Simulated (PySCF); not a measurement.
```xyz
2

Eu    0.0000    0.0000   -0.1722
C     0.0000    0.0000    2.1948
```

These are results of PBE0/def2-TZVPP, non-relativistic Hamiltonian with scalar-relativistic core potentials where named, at a bond length of 2.367 Å in PySCF, not measurements.

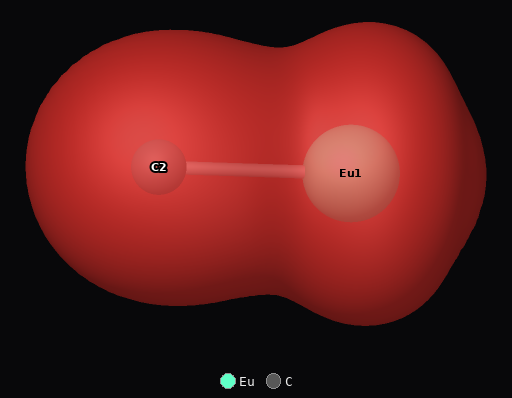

EuC (multiplicity 12). Isosurface of the spin density at +0.02 e/Å³ (red), seen from one side.

Question: Describe the spin distribution.

Answer: The unpaired spin (11 electrons) lies mostly on Eu1 (about 8.5) and C2 (about 2.5), in electrons by Hirshfeld's partition.
